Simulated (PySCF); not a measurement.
**CH3FOSi: one change and its effect**

System: CH3FOSi.
Method of the first run: TDDFT PBE0/6-31G*, vertical, gas phase, core orbitals frozen in the response (PySCF 2.14.0).

The geometry comes from this level: PBE0-D3(BJ)/def2-SVP. Text and figures count atoms from 1; the logs count them from 0 in places.

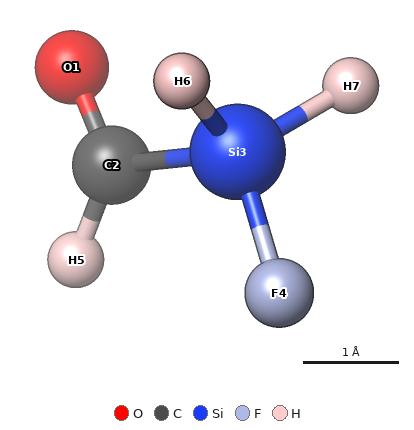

Figure 1. The input geometry (ball-and-stick view, seen at a tilt; atoms are numbered from 1 in the order of the input). Bond lengths as drawn: C–H 1.13 Å, C–O 1.21 Å, C–Si 1.92 Å, F–Si 1.63 Å and H–Si 1.49 Å.

## Input, the first run
```
{"job": {"kind": "uv", "xc": "PBE0", "basis": "6-31G*"}, "charge": 0, "multiplicity": 1}
O      1.759133    -0.980617    -0.158308
C      1.139680     0.055522    -0.166402
Si    -0.759079    -0.051576     0.100883
F     -1.411034     1.437374     0.053142
H      1.664636     1.038081    -0.324838
H     -1.014050    -0.654177     1.436251
H     -1.345187    -0.873877    -0.990555
```

The first line tells a small driver script what to run in PySCF; the rest is the geometry in Å.

Command:
```bash
OMP_NUM_THREADS=1 python <driver script> task.json out
```

Hardware: 1 CPU thread, shared host.

## Output (the first run)
```
coarse grid: 6744 points
cycle   1  E = -503.9986559718  dE =  3.493e-01  |g| = 8.741e-01  |ddm| = 2.459e+00
cycle   2  E = -503.4943205141  dE =  5.043e-01  |g| = 1.813e+00  |ddm| = 1.987e+00
cycle   3  E = -504.1426054758  dE = -6.483e-01  |g| = 1.750e-01  |ddm| = 1.440e+00
cycle   4  E = -504.1471062135  dE = -4.501e-03  |g| = 9.013e-02  |ddm| = 1.747e-01
cycle   5  E = -504.1484861787  dE = -1.380e-03  |g| = 1.037e-02  |ddm| = 6.081e-02
cycle   6  E = -504.1485091773  dE = -2.300e-05  |g| = 3.718e-03  |ddm| = 9.950e-03
cycle   7  E = -504.1485123975  dE = -3.220e-06  |g| = 8.637e-04  |ddm| = 4.056e-03
final grid: 62064 points
cycle   8  E = -504.1199982536  dE =  3.303e-06  |g| = 8.950e-03  |ddm| = 1.033e-02
cycle   9  E = -504.1199449431  dE =  5.331e-05  |g| = 1.876e-02  |ddm| = 1.663e-02
cycle  10  E = -504.1200139534  dE = -6.901e-05  |g| = 6.732e-04  |ddm| = 1.183e-02
cycle  11  E = -504.1200140678  dE = -1.144e-07  |g| = 8.546e-05  |ddm| = 7.201e-04
cycle  12  E = -504.1200140687  dE = -9.142e-10  |g| = 5.909e-05  |ddm| = 1.038e-04
cycle  13  E = -504.1200140692  dE = -5.532e-10  |g| = 1.062e-05  |ddm| = 4.624e-05
converged SCF energy = -504.1200140692

Static polarisability (au): isotropic 32.699, principal 26.339 33.936 37.822

Singlet excitations
state   eV       nm        f      main configurations
  1   3.3018    375.5   0.00102   H->L 0.99
  2   6.0802    203.9   0.00058   H->L+1 0.98
  3   7.2060    172.1   0.01527   H-1->L 0.90, H->L+2 0.09
  4   7.6915    161.2   0.19728   H->L+2 0.90
  5   7.8406    158.1   0.00423   H-2->L 0.90
  6   8.4817    146.2   0.00149   H-1->L+1 0.99
  7   8.8115    140.7   0.11621   H->L+3 0.94
  8   8.9979    137.8   0.00276   H-6->L 0.56, H-4->L 0.26, H-7->L 0.13
  9   9.4113    131.7   0.04131   H-3->L 0.65, H-5->L 0.16, H->L+5 0.09
 10   9.4607    131.1   0.00208   H->L+4 0.89

Triplet excitations (Tamm-Dancoff, eV): 2.5428 5.5235 5.7459 6.9583
```

For the second run the input was changed thus:
```diff
-"basis": "6-31G*"
+"basis": "def2-SVP"
```

What does this change do to the results?

The total energy of the second run is 146.8 kcal/mol higher, which measures the change of basis and not a stability. The HOMO goes from −7.20 to −7.32 eV. The LUMO goes from −1.60 to −1.80 eV. The dipole moment goes from 0.76 to 0.73 D. The lowest excitation goes from 3.30 to 3.24 eV. The strongest computed line goes from 7.69 to 8.25 eV. The number of SCF iterations is the same. The basis functions go from 66 to 75.

## Output (the second run)
```
coarse grid: 6744 points
cycle   1  E = -503.6679853703  dE =  3.233e-01  |g| = 8.698e-01  |ddm| = 2.656e+00
cycle   2  E = -503.1581661414  dE =  5.098e-01  |g| = 1.815e+00  |ddm| = 2.117e+00
cycle   3  E = -503.8116186488  dE = -6.535e-01  |g| = 1.718e-01  |ddm| = 1.528e+00
cycle   4  E = -503.8158551285  dE = -4.236e-03  |g| = 9.199e-02  |ddm| = 1.829e-01
cycle   5  E = -503.8173078163  dE = -1.453e-03  |g| = 9.979e-03  |ddm| = 6.545e-02
cycle   6  E = -503.8173282046  dE = -2.039e-05  |g| = 3.626e-03  |ddm| = 1.001e-02
cycle   7  E = -503.8173312962  dE = -3.092e-06  |g| = 8.917e-04  |ddm| = 4.276e-03
final grid: 62064 points
cycle   8  E = -503.8859959001  dE =  4.882e-06  |g| = 9.469e-03  |ddm| = 1.223e-02
cycle   9  E = -503.8859345199  dE =  6.138e-05  |g| = 2.003e-02  |ddm| = 1.878e-02
cycle  10  E = -503.8860132509  dE = -7.873e-05  |g| = 4.493e-04  |ddm| = 1.328e-02
cycle  11  E = -503.8860133034  dE = -5.245e-08  |g| = 6.721e-05  |ddm| = 5.596e-04
cycle  12  E = -503.8860133045  dE = -1.143e-09  |g| = 2.252e-05  |ddm| = 8.537e-05
cycle  13  E = -503.8860133046  dE = -8.345e-11  |g| = 1.143e-05  |ddm| = 2.329e-05
converged SCF energy = -503.8860133046

Static polarisability (au): isotropic 34.369, principal 28.942 34.908 39.259

Singlet excitations
state   eV       nm        f      main configurations
  1   3.2358    383.2   0.00123   H->L 0.99
  2   6.1745    200.8   0.00457   H->L+1 0.98
  3   7.0826    175.1   0.03604   H-1->L 0.95
  4   7.7225    160.5   0.13352   H->L+2 0.95
  5   7.7875    159.2   0.00460   H-2->L 0.90
  6   8.2462    150.4   0.16084   H->L+3 0.98
  7   8.5354    145.3   0.00568   H-1->L+1 0.99
  8   8.9010    139.3   0.00443   H-6->L 0.46, H-4->L 0.36, H-7->L 0.10
  9   9.1889    134.9   0.00732   H->L+4 0.91
 10   9.2934    133.4   0.01645   H-3->L 0.62, H->L+5 0.24, H-5->L 0.09

Triplet excitations (Tamm-Dancoff, eV): 2.4642 5.4899 5.8173 6.8281
```

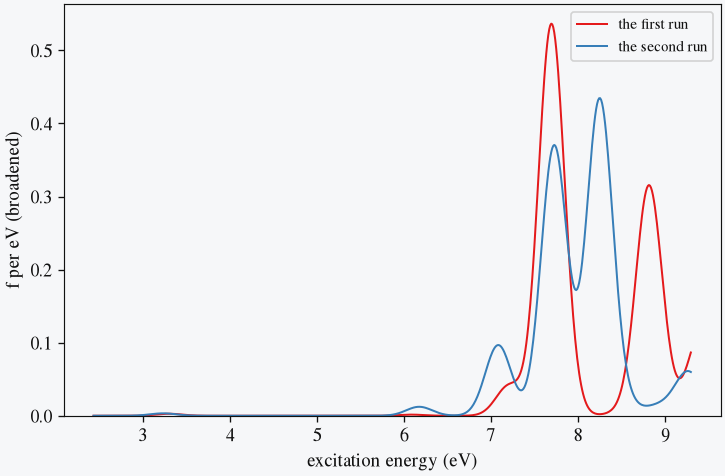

Figure 2. Absorption of the two runs from their computed states, each broadened by a Gaussian of 0.35 eV full width; the range ends where the shorter list of states ends.

## The two runs side by side

```csv
quantity,the first run,the second run
outcome,converged,converged
total energy (hartree),−504.120014,−503.886013
HOMO (eV),−7.20,−7.32
LUMO (eV),−1.60,−1.80
dipole moment (D),0.76,0.73
lowest excitation (eV),3.30,3.24
SCF iterations,13,13
strongest computed line (eV),7.69,8.25
basis functions,66,75
wall time (shared host),4.8 s,5.2 s
```
